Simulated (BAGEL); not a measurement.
# RI-MP2/6-31G(d) (density fitting with qzvpp-jkfit, spherical functions) run of C2H3BrO (SMILES CC(=O)Br)

Aim: the energy change on altering one bond length of C2H3BrO at RI-MP2/6-31G* (density fitting with qzvpp-jkfit, spherical functions), from 2 runs. 

The results are computed with BAGEL 1.2.2.

7 further runs of the same task are left out: 4 that didn't finish, 3 set aside as unsound or not needed. Runs told in other sessions of the task aren't counted.

### Step 1. Starting point

C2H3BrO has 7 atoms, charge 0, and is taken as a singlet. As SMILES, `CC(=O)Br`. The shape is that of a GFN2-xTB optimisation.

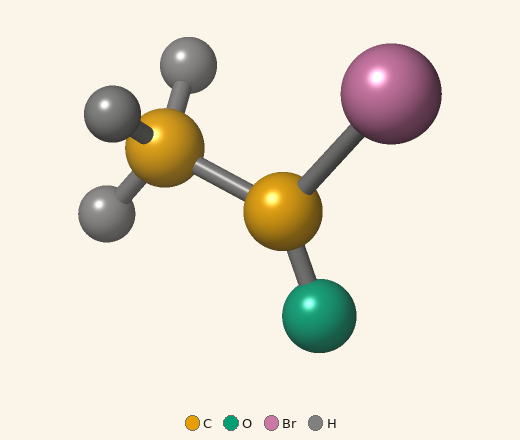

Viewed from a chosen angle; carbon amber, oxygen teal, bromine pink, hydrogen grey.

### Step 2. The energy at RI-MP2/6-31G(d) (density fitting with qzvpp-jkfit, spherical functions)

Contents of input.json:

```json
{ "bagel" : [

{
  "title" : "molecule",
  "basis" : "6-31gs.json",
  "df_basis" : "qzvpp-jkfit",
  "angstrom" : true,
  "geometry" : [
    { "atom" : "C", "xyz" : [    0.315980,    0.586790,    0.221930 ] },
    { "atom" : "C", "xyz" : [   -0.342110,   -0.726980,    0.045430 ] },
    { "atom" : "O", "xyz" : [   -0.620590,   -1.556010,    0.833840 ] },
    { "atom" : "Br", "xyz" : [   -0.787480,   -1.047570,   -1.860970 ] },
    { "atom" : "H", "xyz" : [    0.554180,    0.743000,    1.272290 ] },
    { "atom" : "H", "xyz" : [   -0.344200,    1.376590,   -0.134250 ] },
    { "atom" : "H", "xyz" : [    1.224230,    0.624170,   -0.378270 ] }
  ]
},
{
  "title" : "hf"
},
{
  "title" : "mp2",
  "ncore" : 12
}

]}
```

The basis set 6-31G* is read from a file made from the Basis Set Exchange's data (not shown).

Run with:

```console
$ BAGEL_NUM_THREADS=1 BAGEL input.json > input.out
```

What it wrote:

```text
* using 1 threads per process

  ===============================================================
  ===============================================================

  *** Geometry ***

  { "atom" : "C", "xyz" : [      0.597116,      1.108872,      0.419387 ] },
  { "atom" : "C", "xyz" : [     -0.646494,     -1.373793,      0.085850 ] },
  { "atom" : "O", "xyz" : [     -1.172745,     -2.940433,      1.575729 ] },
  { "atom" : "Br", "xyz" : [     -1.488122,     -1.979620,     -3.516724 ] },
  { "atom" : "H", "xyz" : [      1.047248,      1.404067,      2.404280 ] },
  { "atom" : "H", "xyz" : [     -0.650444,      2.601378,     -0.253696 ] },
  { "atom" : "H", "xyz" : [      2.313459,      1.179510,     -0.714827 ] },

  Number of auxiliary basis functions:      547

  Since a DF basis is specified, we compute 2- and 3-index integrals:
    o Being stored without compression. Storage requirement is 0.028 GB

  Number of basis functions:       80
  Number of electrons      :       58

    * METHOD: MOLECULE                             0.55

  *** RHF ***

  === Nuclear Repulsion ===
   229.2656483514

      * DIIS with orbital gradients will be used.

  === RHF iteration (6-31gs.json) ===
      0      -2724.26121800          0.01915672           0.14
      1      -2724.33995494          0.01653171           0.14
      2      -2724.44330420          0.00179639           0.14
      3      -2724.44591838          0.00065719           0.14
      4      -2724.44630334          0.00024831           0.14
      5      -2724.44641901          0.00010610           0.14
      6      -2724.44644250          0.00003498           0.14
      7      -2724.44644418          0.00000986           0.14
      8      -2724.44644426          0.00000284           0.14
      9      -2724.44644426          0.00000150           0.14
     10      -2724.44644427          0.00000041           0.14
     11      -2724.44644427          0.00000015           0.14
     12      -2724.44644427          0.00000006           0.14
     13      -2724.44644427          0.00000003           0.14
     14      -2724.44644427          0.00000001           0.14
     15      -2724.44644427          0.00000001           0.14
    * SCF iteration converged.

    * Permanent dipole moment:
           (   -0.568889,    -1.123462,    -0.189566) a.u.

    * METHOD: HF                                   2.59

  *** RHF ***

  === Nuclear Repulsion ===
   229.2656483514

      * DIIS with orbital gradients will be used.

  === RHF iteration (6-31gs.json) ===
      0      -2724.44644427          0.00000000           0.14
    * SCF iteration converged.

    * Permanent dipole moment:
           (   -0.568889,    -1.123462,    -0.189565) a.u.

  === DF-MP2 calculation ===

    * freezing 12 orbitals
    * 3-index integral transformation done
    * assembly done

      MP2 correlation energy:   -0.6833821003      0.08

      MP2 total energy:       -2725.1298263668

    * METHOD: MP2                                  0.38

  ===============================================================
```

Wall time 3.9 s (1 thread of Arm Neoverse N1, shared host); peak memory 0.13 GiB.

### Step 3. The distorted shape

Contents of input.json:

```json
{ "bagel": [

{
  "title": "molecule",
  "basis": "6-31gs.json",
  "df_basis": "qzvpp-jkfit",
  "angstrom": "true",
  "geometry": [
    { "atom": "C", "xyz": [       0.514012,       0.349877,       0.328772 ] },
    { "atom": "C", "xyz": [      -0.144078,      -0.963893,       0.152272 ] },
    { "atom": "O", "xyz": [      -0.422558,      -1.792923,       0.940682 ] },
    { "atom": "Br", "xyz": [      -0.589448,      -1.284483,      -1.754128 ] },
    { "atom": "H", "xyz": [       0.752212,       0.506087,       1.379132 ] },
    { "atom": "H", "xyz": [      -0.344200,       1.376590,      -0.134250 ] },
    { "atom": "H", "xyz": [       1.422262,       0.387257,      -0.271428 ] }
  ]
},

{ "title": "hf" },

{ "title": "mp2", "ncore": 12 }

]}
```

The basis set 6-31G* is read from a file made from the Basis Set Exchange's data (not shown).

Run with:

```console
$ BAGEL_NUM_THREADS=1 BAGEL input.json > input.out
```

What it wrote:

```text
* using 1 threads per process

  ===============================================================
  ===============================================================

  *** Geometry ***

  { "atom" : "C", "xyz" : [      0.971342,      0.661172,      0.621289 ] },
  { "atom" : "C", "xyz" : [     -0.272268,     -1.821494,      0.287752 ] },
  { "atom" : "O", "xyz" : [     -0.798519,     -3.388133,      1.777631 ] },
  { "atom" : "Br", "xyz" : [     -1.113895,     -2.427321,     -3.314822 ] },
  { "atom" : "H", "xyz" : [      1.421475,      0.956366,      2.606182 ] },
  { "atom" : "H", "xyz" : [     -0.650444,      2.601378,     -0.253696 ] },
  { "atom" : "H", "xyz" : [      2.687686,      0.731810,     -0.512925 ] },

  Number of auxiliary basis functions:      547

  Since a DF basis is specified, we compute 2- and 3-index integrals:
    o Being stored without compression. Storage requirement is 0.028 GB

  Number of basis functions:       80
  Number of electrons      :       58

    * METHOD: MOLECULE                             0.55

  *** RHF ***

  === Nuclear Repulsion ===
   228.0215818054

      * DIIS with orbital gradients will be used.

  === RHF iteration (6-31gs.json) ===
      0      -2724.21542226          0.01905538           0.14
      1      -2724.29484583          0.01657708           0.14
      2      -2724.39979455          0.00183668           0.14
      3      -2724.40266371          0.00069080           0.14
      4      -2724.40308405          0.00025399           0.14
      5      -2724.40321417          0.00010636           0.14
      6      -2724.40323930          0.00002753           0.14
      7      -2724.40324044          0.00000842           0.14
      8      -2724.40324050          0.00000258           0.14
      9      -2724.40324050          0.00000121           0.14
     10      -2724.40324050          0.00000039           0.14
     11      -2724.40324050          0.00000015           0.14
     12      -2724.40324050          0.00000006           0.14
     13      -2724.40324050          0.00000004           0.14
     14      -2724.40324050          0.00000001           0.14
     15      -2724.40324050          0.00000001           0.14
    * SCF iteration converged.

    * Permanent dipole moment:
           (   -0.589870,    -1.096337,    -0.197061) a.u.

    * METHOD: HF                                   2.61

  *** RHF ***

  === Nuclear Repulsion ===
   228.0215818054

      * DIIS with orbital gradients will be used.

  === RHF iteration (6-31gs.json) ===
      0      -2724.40324050          0.00000000           0.14
    * SCF iteration converged.

    * Permanent dipole moment:
           (   -0.589870,    -1.096337,    -0.197060) a.u.

  === DF-MP2 calculation ===

    * freezing 12 orbitals
    * 3-index integral transformation done
    * assembly done

      MP2 correlation energy:   -0.6881056279      0.08

      MP2 total energy:       -2725.0913461324

    * METHOD: MP2                                  0.38

  ===============================================================
```

Wall time 3.9 s (1 thread of Arm Neoverse N1, shared host); peak memory 0.13 GiB.

### Step 4. Outcome

At RI-MP2/6-31G* (density fitting with qzvpp-jkfit, spherical functions), 12 core orbitals frozen:

| quantity | value |
| --- | --- |
| first shape: total energy | -2725.12983 Eh |
| first shape: correlation energy (12 core orbitals frozen) | -683.4 mEh |
| distorted shape: total energy | -2725.09135 Eh |
| distorted shape: correlation energy (12 core orbitals frozen) | -688.1 mEh |
| energy change with the C1–H6 bond stretched from 1.089 to 1.416 Å | 1.047 eV |

In words: With the C1–H6 bond stretched from 1.089 to 1.416 Å the energy rises by 1.05 eV (101 kJ/mol). The first shape isn't relaxed at this level, so the change isn't measured from a minimum.
